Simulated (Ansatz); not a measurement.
# The cluster Si₄H₆: one molecule under many settings

Aim: run the cluster Si₄H₆ under a spread of inputs, and see what each costs and gives.

Program: Ansatz 0.2.0, Gaussian basis. Level of theory: the settings change from run to run. These are calculated values, not measurements.

## 1. The molecule

The geometry comes from an earlier relaxation with PBE-D4/def2-SVP; it is a stationary point, not always the lowest conformer.

10 atoms, charge 0, spin multiplicity 1.

Atoms are counted from 1 here; the program's logs count them from 0.

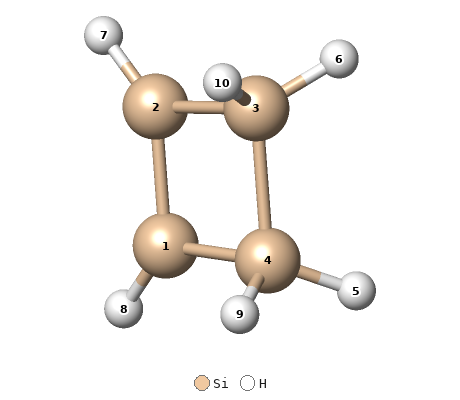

The structure; silicon light orange, hydrogen white; atoms are numbered from 1 in the order of the file.

## 2. CAM-B3LYP/def2-mTZVP

Set apart from the defaults: coordinates scaled by 1.05, a point charge of 2.00 e beside it, D3(BJ) with three-body dispersion.

File in.yaml:

```yaml
crystal:
  periodic: [false, false, false]
  atoms:
    - {symbol: Si, position_ang: [-0.194117, -0.625504, 1.768866]}
    - {symbol: Si, position_ang: [1.350951, 0.859504, 0.996969]}
    - {symbol: Si, position_ang: [0.485714, 0.738683, -1.286482]}
    - {symbol: Si, position_ang: [-1.208053, -0.884866, -0.440672]}
    - {symbol: H, position_ang: [-2.707542, -0.393471, -0.572568]}
    - {symbol: H, position_ang: [-0.125272, 2.080654, -1.863752]}
    - {symbol: H, position_ang: [2.533832, 1.665140, 1.663735]}
    - {symbol: H, position_ang: [-0.506812, -1.255081, 3.182625]}
    - {symbol: H, position_ang: [-1.106322, -2.329916, -1.080165]}
    - {symbol: H, position_ang: [1.477620, 0.144857, -2.368556]}
basis:
  gaussian: {orbitals: def2-mTZVP, point_charges: [{charge: 2.00, position_ang: [7.011, -0.124, -0.506]}]}
hamiltonian: {xc: {name: CAM-B3LYP}, dispersion: d3bjatm}
scf: {omitted_lower_state_checks: [starts]}
```

Started as:

```console
ansatz run in.yaml --threads 4 --pin off --events-out ev --progress --plain --max-ram 3916MiB
```

Log:

```text
Functional definition: CAM-B3LYP
  name "CAM-B3LYP"
  cite "Yanai, Tew & Handy, Chem. Phys. Lett. 393, 51 (2004) doi:10.1016/j.cplett.2004.06.011"
  cite "Iikura, Tsuneda, Yanai & Hirao, J. Chem. Phys. 115, 3540 (2001) doi:10.1063/1.1383587"
  cite "Becke, Phys. Rev. A 38, 3098 (1988) doi:10.1103/PhysRevA.38.3098"
  cite "Lee, Yang & Parr, Phys. Rev. B 37, 785 (1988) doi:10.1103/PhysRevB.37.785"
  cite "Vosko, Wilk & Nusair, Can. J. Phys. 58, 1200 (1980) doi:10.1139/p80-159"
  parameter alpha = 0.19
  parameter beta = 0.46
  parameter omega = 0.33/bohr
  parameter ac = 0.81
  # Exact exchange under (alpha + beta erf(omega r))/r, Becke's under what is left of 1/r.
  exchange = (1 - alpha - beta)*b88_x + beta*b88_x_sr(omega) + alpha*exact_x + beta*exact_x_lr(omega)
  correlation = (1 - ac)*vwn5_c + ac*lyp_c
these checks for a lower state are left out or cut short: starts
946 factors; integrals over basis functions are off by at most 7.1e-4 eV
378 factors; integrals over basis functions are off by at most 9.2e-6 eV
mean field evaluation 1: about -31605.3151 eV, gradient 1.3e1 eV
mean field evaluation 2: about -31605.2968 eV, gradient 1.4e1 eV
mean field evaluation 4: about -31606.1700 eV, gradient 7.7e-1 eV
mean field evaluation 8: about -31606.1673 eV, gradient 9.4e-3 eV
mean field evaluation 16: about -31606.1673 eV, gradient 1.2e-5 eV
mean field -31606.16726628 eV, -1161.5052236061 hartree, gradient 1.2e-5 eV, S^2 0.000000; 0 other end points of the search recorded, 0 dependent functions left out
reference -31606.16741785 eV, -1161.5052291764 hartree; 31, 31 occupied and 75, 75 virtual orbitals, 946 factors
Total energy: -31606.50985115 eV, -1161.5178133679 hartree
Checks for a lower state left out: starts
```

Run time: 1.1 s. Hardware: 4 threads of Arm Neoverse V2, shared host.

## 3. CAM-B3LYP/def2-TZVP

Set apart from the defaults: a point charge of 1.00 e beside it, the search for lower states set to off.

File in.yaml:

```yaml
crystal:
  periodic: [false, false, false]
  atoms:
    - {symbol: Si, position_ang: [-0.184874, -0.595718, 1.684635]}
    - {symbol: Si, position_ang: [1.286620, 0.818575, 0.949494]}
    - {symbol: Si, position_ang: [0.462585, 0.703507, -1.225221]}
    - {symbol: Si, position_ang: [-1.150526, -0.842730, -0.419687]}
    - {symbol: H, position_ang: [-2.578612, -0.374734, -0.545303]}
    - {symbol: H, position_ang: [-0.119307, 1.981575, -1.775002]}
    - {symbol: H, position_ang: [2.413174, 1.585848, 1.584510]}
    - {symbol: H, position_ang: [-0.482678, -1.195315, 3.031071]}
    - {symbol: H, position_ang: [-1.053640, -2.218968, -1.028729]}
    - {symbol: H, position_ang: [1.407257, 0.137959, -2.255768]}
basis:
  gaussian: {orbitals: def2-TZVP, point_charges: [{charge: 1.00, position_ang: [5.478, -0.923, -0.864]}]}
hamiltonian: {xc: {name: CAM-B3LYP}}
scf: {lower_state_search: off}
output: {forces: true}
```

Launched as before.

Log (excerpt; [...] marks lines left out):

```text
Functional definition: CAM-B3LYP
  name "CAM-B3LYP"
  cite "Yanai, Tew & Handy, Chem. Phys. Lett. 393, 51 (2004) doi:10.1016/j.cplett.2004.06.011"
  cite "Iikura, Tsuneda, Yanai & Hirao, J. Chem. Phys. 115, 3540 (2001) doi:10.1063/1.1383587"
  cite "Becke, Phys. Rev. A 38, 3098 (1988) doi:10.1103/PhysRevA.38.3098"
  cite "Lee, Yang & Parr, Phys. Rev. B 37, 785 (1988) doi:10.1103/PhysRevB.37.785"
  cite "Vosko, Wilk & Nusair, Can. J. Phys. 58, 1200 (1980) doi:10.1139/p80-159"
[...]
  # Exact exchange under (alpha + beta erf(omega r))/r, Becke's under what is left of 1/r.
[...]
1308 factors; their error is unknown
378 factors; integrals over basis functions are off by at most 1.8e-5 eV
[...]
mean field -31607.89740225 eV, -1161.5688049303 hartree, gradient 2.0e-6 eV, S^2 0.000000; 0 other end points of the search recorded, 0 dependent functions left out
[...]
Atom 1 at     1.286620     0.818575     0.949494 Å, force    -0.167648    -0.225884     0.182904 eV/Å
Atom 2 at     0.462585     0.703507    -1.225221 Å, force    -0.152370     0.195777    -0.138202 eV/Å
Atom 3 at    -1.150526    -0.842730    -0.419687 Å, force    -0.280441    -0.162754    -0.221415 eV/Å
Atom 4 at    -2.578612    -0.374734    -0.545303 Å, force     0.514662    -0.129944     0.070104 eV/Å
Atom 5 at    -0.119307     1.981575    -1.775002 Å, force     0.263017    -0.428818     0.148753 eV/Å
Atom 6 at     2.413174     1.585848     1.584510 Å, force    -0.294052    -0.203703    -0.173439 eV/Å
Atom 7 at    -0.482678    -1.195315     3.031071 Å, force     0.104617     0.222938    -0.434159 eV/Å
Atom 8 at    -1.053640    -2.218968    -1.028729 Å, force     0.006146     0.431598     0.226943 eV/Å
Atom 9 at     1.407257     0.137959    -2.255768 Å, force    -0.184233     0.149742     0.250853 eV/Å
Dipole moment:    -0.464900    -0.038075     0.186447 e Å
Checks for a lower state left out: stability, starts, cluster_reference, orbital_swaps, neighbouring_geometries, increment
```

Wall time 2.6 s (4 threads of Arm Neoverse V2, shared host).

Largest force 0.535 eV/Å, dipole 2.41 D.

## 4. revPBE/6-31++G**

Set apart from the defaults: atoms shaken by 0.03 Å, D4 dispersion.

File in.yaml:

```yaml
crystal:
  periodic: [false, false, false]
  atoms:
    - {symbol: Si, position_ang: [-0.190772, -0.638235, 1.669600]}
    - {symbol: Si, position_ang: [1.257235, 0.733181, 0.957075]}
    - {symbol: Si, position_ang: [0.464228, 0.675756, -1.223456]}
    - {symbol: Si, position_ang: [-1.158276, -0.835337, -0.424883]}
    - {symbol: H, position_ang: [-2.574792, -0.375062, -0.517192]}
    - {symbol: H, position_ang: [-0.157078, 1.944886, -1.713731]}
    - {symbol: H, position_ang: [2.427023, 1.566692, 1.561152]}
    - {symbol: H, position_ang: [-0.462043, -1.223027, 3.054318]}
    - {symbol: H, position_ang: [-1.053267, -2.272503, -1.067033]}
    - {symbol: H, position_ang: [1.416339, 0.114646, -2.228629]}
basis:
  gaussian: {orbitals: "6-31++G**"}
hamiltonian: {xc: {name: revPBE}, dispersion: d4}
scf: {omitted_lower_state_checks: [starts]}
```

The command is unchanged.

Log:

```text
Functional definition: revPBE
  name "revPBE"
  cite "Zhang & Yang, Phys. Rev. Lett. 80, 890 (1998) doi:10.1103/PhysRevLett.80.890"
  cite "Perdew, Burke & Ernzerhof, Phys. Rev. Lett. 77, 3865 (1996) doi:10.1103/PhysRevLett.77.3865"
  parameter kappa = 1.245
  parameter beta = 0.06672455060314922
  exchange = pbe_x(kappa = kappa, mu = beta*pi^2/3)
  correlation = pbe_c(beta = beta)
these checks for a lower state are left out or cut short: starts
1296 factors; their error is unknown
mean field evaluation 1: about -31596.0993 eV, gradient 2.3e1 eV
mean field evaluation 2: about -31595.3487 eV, gradient 2.8e1 eV
mean field evaluation 4: about -31598.6966 eV, gradient 1.3e0 eV
mean field evaluation 8: about -31598.6440 eV, gradient 1.1e-1 eV
mean field -31598.64407422 eV, -1161.2287513974 hartree, gradient 6.7e-5 eV, S^2 0.000000; 0 other end points of the search recorded, 0 dependent functions left out
reference -31598.64419985 eV, -1161.2287560143 hartree; 31, 31 occupied and 97, 97 virtual orbitals, 1296 factors
Total energy: -31599.49276411 eV, -1161.2599401756 hartree
Checks for a lower state left out: starts
```

Run time: 1.2 s. Hardware: 4 threads of Arm Neoverse V2, shared host.

## 5. SVWN5/def2-mTZVP

This run has finite nuclei.

File in.yaml:

```yaml
crystal:
  periodic: [false, false, false]
  atoms:
    - {symbol: Si, position_ang: [-0.184874, -0.595718, 1.684635]}
    - {symbol: Si, position_ang: [1.286620, 0.818575, 0.949494]}
    - {symbol: Si, position_ang: [0.462585, 0.703507, -1.225221]}
    - {symbol: Si, position_ang: [-1.150526, -0.842730, -0.419687]}
    - {symbol: H, position_ang: [-2.578612, -0.374734, -0.545303]}
    - {symbol: H, position_ang: [-0.119307, 1.981575, -1.775002]}
    - {symbol: H, position_ang: [2.413174, 1.585848, 1.584510]}
    - {symbol: H, position_ang: [-0.482678, -1.195315, 3.031071]}
    - {symbol: H, position_ang: [-1.053640, -2.218968, -1.028729]}
    - {symbol: H, position_ang: [1.407257, 0.137959, -2.255768]}
basis:
  gaussian: {orbitals: def2-mTZVP, nuclear_model: gaussian}
hamiltonian: {xc: {name: SVWN5}}
scf: {omitted_lower_state_checks: [starts]}
output: {forces: true}
```

Launched as before.

Log (excerpt; [...] marks lines left out):

```text
Functional definition: SVWN5
  name "SVWN5"
  cite "Dirac, Proc. Camb. Phil. Soc. 26, 376 (1930) doi:10.1017/S0305004100016108"
  cite "Slater, Phys. Rev. 81, 385 (1951) doi:10.1103/PhysRev.81.385"
  cite "Vosko, Wilk & Nusair, Can. J. Phys. 58, 1200 (1980) doi:10.1139/p80-159"
[...]
1120 factors; their error is unknown
[...]
mean field -31480.34823576 eV, -1156.8814595178 hartree, gradient 6.4e-5 eV, S^2 0.000000; 0 other end points of the search recorded, 0 dependent functions left out
[...]
reference -31480.34828101 eV, -1156.8814611808 hartree; 31, 31 occupied and 75, 75 virtual orbitals, 1120 factors
Total energy: -31480.34828101 eV, -1156.8814611808 hartree
Atom 0 at    -0.184874    -0.595718     1.684635 Å, force     0.096411     0.149898    -0.265252 eV/Å
Atom 1 at     1.286620     0.818575     0.949494 Å, force    -0.246565    -0.180314    -0.093870 eV/Å
Atom 2 at     0.462585     0.703507    -1.225221 Å, force    -0.059455    -0.101437     0.199034 eV/Å
Atom 3 at    -1.150526    -0.842730    -0.419687 Å, force     0.176787     0.124900     0.081089 eV/Å
Atom 4 at    -2.578612    -0.374734    -0.545303 Å, force     0.119332    -0.043240     0.007980 eV/Å
Atom 5 at    -0.119307     1.981575    -1.775002 Å, force     0.050919    -0.109073     0.042452 eV/Å
Atom 6 at     2.413174     1.585848     1.584510 Å, force    -0.068499    -0.049248    -0.029267 eV/Å
Atom 7 at    -0.482678    -1.195315     3.031071 Å, force     0.024533     0.040440    -0.075858 eV/Å
Atom 8 at    -1.053640    -2.218968    -1.028729 Å, force    -0.012201     0.117162     0.049713 eV/Å
Atom 9 at     1.407257     0.137959    -2.255768 Å, force    -0.081261     0.050913     0.083978 eV/Å
Dipole moment:     0.011999     0.002414     0.028666 e Å
Checks for a lower state left out: starts
```

Wall time 0.7 s (4 threads of Arm Neoverse V2, shared host).

Largest force 0.320 eV/Å, dipole 0.15 D.

## 6. All runs side by side

| level | charge | multiplicity | geometry | functions | energy (eV) | time |
| --- | --- | --- | --- | --- | --- | --- |
| CAM-B3LYP/def2-mTZVP | 0 | 1 | scaled, point charge | 106 | -31606.510 | 1.1 s |
| CAM-B3LYP/def2-TZVP | 0 | 1 | relaxed, point charge | 184 | -31607.898 | 2.6 s |
| revPBE/6-31++G** | 0 | 1 | shaken | 128 | -31599.493 | 1.2 s |
| SVWN5/def2-mTZVP | 0 | 1 | relaxed | 106 | -31480.348 | 0.7 s |

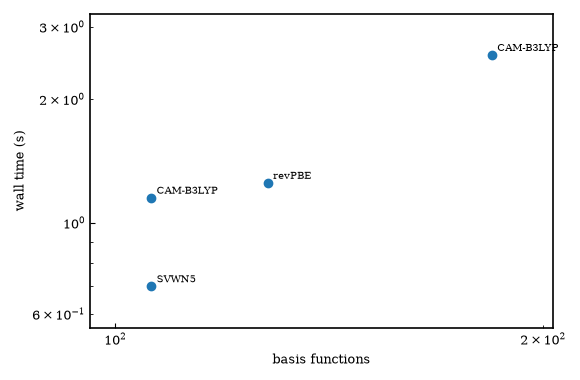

Wall time against the number of basis functions (shared host).

## 7. Outcome

```
quantity                       value
    runs                           4
quickest     SVWN5/def2-mTZVP, 0.7 s
 slowest  CAM-B3LYP/def2-TZVP, 2.6 s
```

**Reading.** The runs differ in state or geometry as well as level, so their energies can't be set against each other. Run time spans a factor of 4, from SVWN5/def2-mTZVP to CAM-B3LYP/def2-TZVP. The jobs differ in tasks and options as well as level. At the PBE-D4/def2-SVP geometry and in the same state, the sound runs without point charges leave forces up to 0.32 eV/Å (SVWN5/def2-mTZVP).
